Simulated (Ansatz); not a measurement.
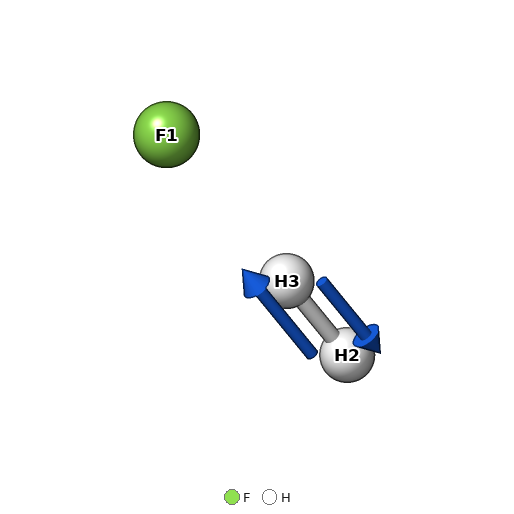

The arrows show one normal mode. The species has charge −1 and is a spin singlet. Harmonic vibrations computed with RKS PBE0-D4/def2-TZVP (Ansatz 0.2.0) at a stationary point of the same level.

Q: Describe the motion.

A: Mostly H–H stretching.

Q: At what wavenumber does it lie?

A: 3275 cm⁻¹; it is mode 4 of 4 counted from the lowest.
